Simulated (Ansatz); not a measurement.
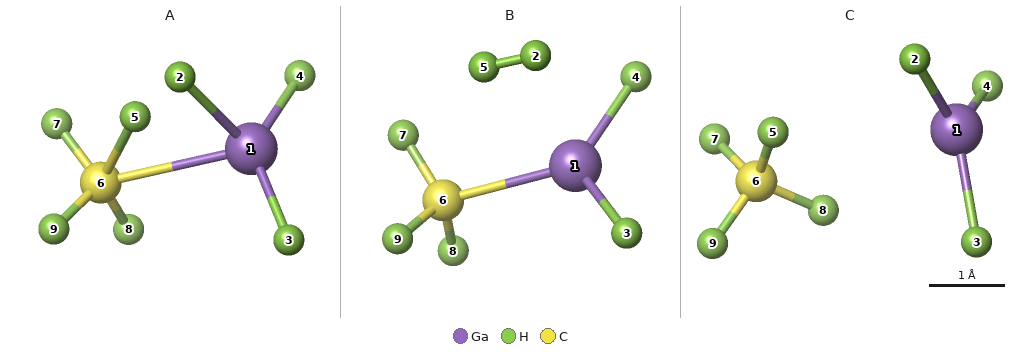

Three geometries of CH7Ga: a saddle point and the two relaxed ends that it joins, in shuffled order. The picture is a ball-and-stick view, seen at a tilt. Sticks join atoms that are closer than about 1.2 times the sum of their covalent radii (a little more with hydrogen).

Stationary points at PBE0-D4/def2-TZVP, single-point energies with wB97X-V, BLYP-D4, B3LYP-D4, B2PLYP, PBE0-D4, SPW92 (LDA) (def2-TZVPP where no basis is named; Ansatz 0.2.0). The energies are electronic, without zero-point or thermal terms, and both ends are the relaxed geometries reached downhill from the saddle, with any fragments still in contact.

Q: Which frame is the transition state, what reaction does it lead through, and what barrier is to be expected?

A: Frame A is the saddle point. Counted by bonded pieces, C holds CH₄ + GaH₃ and B holds CH₅Ga + H₂. From C over the saddle to B, bonds form: Ga1–C6 (2.98 → 2.20 → 1.97 Å), H2–H5 (2.52 → 1.07 → 0.75 Å). Bonds break: Ga1–H2 (1.57 → 1.75 → 2.40 Å), H5–C6 (1.10 → 1.50 → 2.94 Å). The saddle has one imaginary mode, 1424i cm⁻¹. The end C keeps a soft imaginary mode of 41i cm⁻¹, so it isn't quite a minimum. The end B keeps a soft imaginary mode of 95i cm⁻¹, so it isn't quite a minimum. With wB97X-V the barrier is 1.83 eV from C and 1.42 eV from B, and B lies 0.41 eV above C.

```tsv
level	barrier from C (eV)	barrier from B (eV)	B less C (eV)
wB97X-V	1.83	1.42	0.41
BLYP-D4	1.69	1.30	0.39
B3LYP-D4	1.79	1.37	0.42
B2PLYP	1.82	1.42	0.40
PBE0-D4	1.62	1.23	0.39
SPW92 (LDA)	1.15	0.80	0.36
```

Limits of the set-up: the start holds two separate molecules, 2.5 Å apart at their closest, whose relative position is a soft coordinate.
